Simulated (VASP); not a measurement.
Band structure of Zr (hcp). Calculation: r2SCAN+rVV10, VASP's PBE PAW potentials (set 64) (plane waves; VASP 6.6.1).

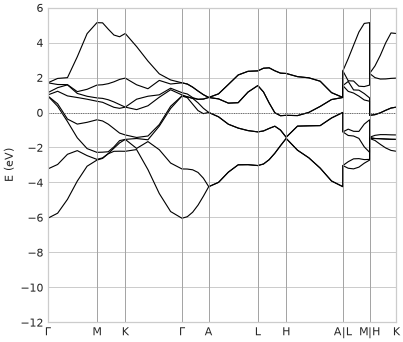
Figure. Bands along high-symmetry lines, zero at the valence-band maximum or, without a gap, the Fermi level

Q: Read the plot: is there a gap, and where are the band edges?

A: It has no gap at this level: it comes out as a metal or semimetal.

The compound is Zr in the hcp structure. It was relaxed first.
